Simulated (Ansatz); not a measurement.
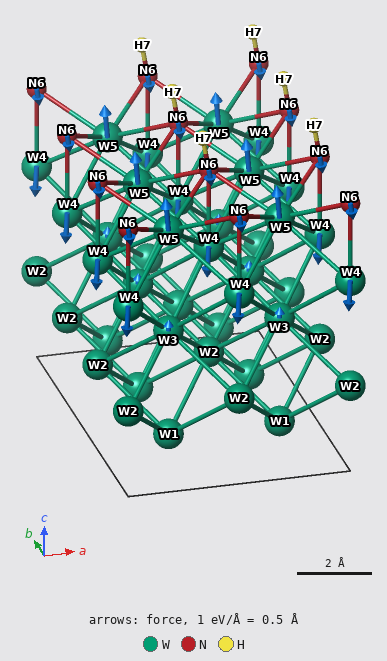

Starting geometry of a slab of composition HW₅N (cut from the Im-3m phase) with the computed forces as blue arrows. Style: ball-and-stick. Shown: the 2 × 3 repeat of the cell, outlined in the plane, without the vacuum, from a free direction.

Case: NH put over a W atom of a lower plane. The slab is the (1 0 0) face of W with NH on it. 2 atoms are held fixed.

Level of theory: DFT PBEsol, scalar-relativistic, plane waves, PAW in Ansatz. (plane-wave cutoff 420 eV; k-point mesh 9 × 9 × 1; occupations gaussian; smearing width 0.1 eV; no spin polarisation; dipole correction; atoms relaxed in a fixed cell; force threshold 0.03 eV/Å; at most 70 steps)

### Is this structure relaxed? If not, where do the atoms go?

It isn't relaxed: the largest force vector, on W5, is 2.02 eV/Å. The final displacements have little in common with the starting forces (cosine between the two patterns 0.07). N6 moves most: 1.61 Å at 72° to the normal (+c side). By element the largest moves are N 1.61 Å, H 1.11 Å, W 0.19 Å. The lattice vectors keep their values. Some distances before and after: W5–N6 2.420 → 3.688 Å, W4–N6 2.337 → 3.274 Å, W5–N6 (another image) 2.420 → 2.010 Å, W3–W5 3.021 → 3.189 Å. Bonds break, among them: W4–N6 (2.34 → 3.27 Å), W5–N6 (2.42 → 3.69 Å). Bond angles that change, for instance: W4–W5–N6 101.9° → 142.6°, W4–W5–N6 170.8° → 146.5°, W4–W5–N6 170.8° → 146.5°. After 18 accepted moves (20 points after the start) the energy has fallen by 1.089 eV per cell of the calculation. The largest force component goes from 2 to 0.025 eV/Å. The line search rejected the trial step at point 5 of the run. 1 step only repeated the SCF at the same geometry.

Limits of the set-up: the periodic images lie only 3.2 Å apart, so the values are limited by the cell's size.
